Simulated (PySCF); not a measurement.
BeB (charge +1)

```xyz
2

Be    0.0000    0.0000   -1.2092
B     0.0000    0.0000    0.9898
```

The calculation used PBE0/pcseg-1, non-relativistic, at a bond length of 2.199 Å in PySCF 2.14.0.

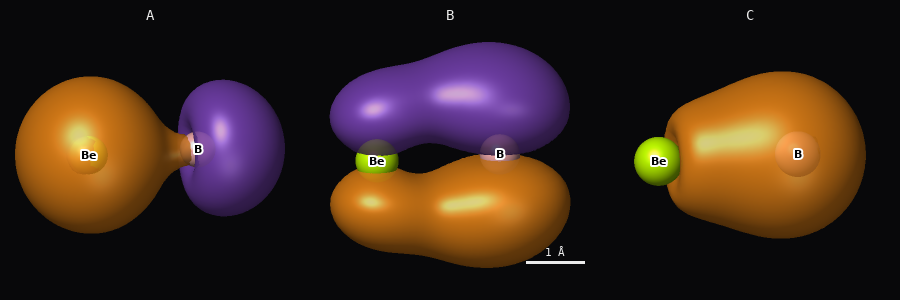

Figure 1. Three frontier orbitals, each drawn at the value that holds 80 % of its norm (orange and purple are the two phases), in no order; of a degenerate pair one member is drawn.

> Name the orbitals and rank them from lowest to highest energy.

Orbital C: σ, occupied, −18.56 eV; mainly on B (80 %).
Orbital A: σ, occupied, −13.06 eV; shared between the atoms (Be 50 %, B 50 %).
Orbital B: π, empty, −9.34 eV; mainly on B (75 %).

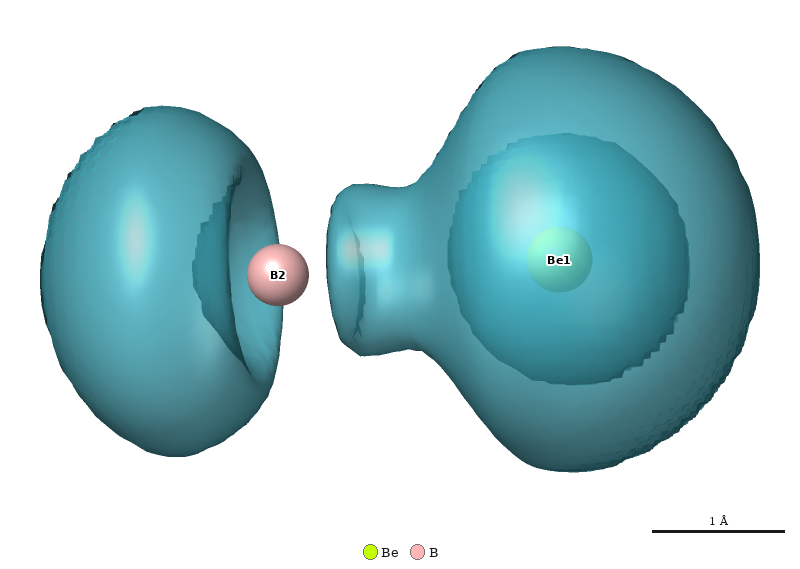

Figure 2. Isosurface of the electron localisation function at 0.9 (cyan), seen from one side. Core shells and regions of very low density are left out.

> Describe the localisation domains.

The surface consists of one lobe on B, pointing away from the bonds (lone pairs) and one region wrapped around Be (its valence shell). Profiles from the grid: Be–B (2.20 Å): the ELF peaks at about 1 in the valence shell of B, 0.8 Å from its nucleus, and is about 1 at the midpoint.

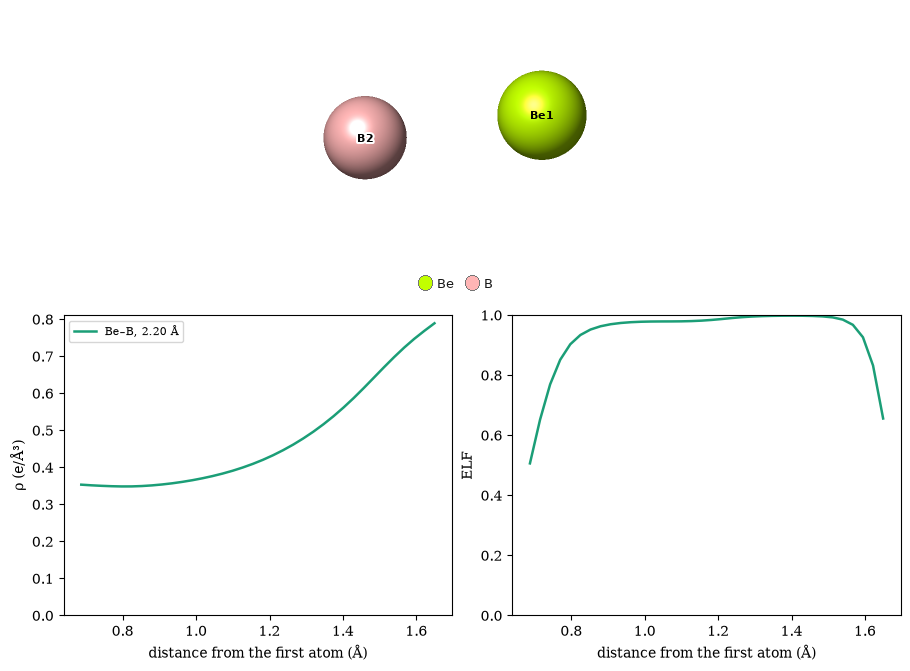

Figure 3. Total electron density and ELF along straight lines between neighbouring atoms. The curves leave out the atomic cores. The structure is drawn too.

> What can be read from the curves?

Be–B (2.20 Å): ρ is about 0.39 e/Å³ halfway, with its minimum of 0.35 e/Å³ about 0.8 Å from Be; the ELF peaks at about 1 in the valence shell of B, 0.8 Å from its nucleus, and is about 1 at the midpoint.
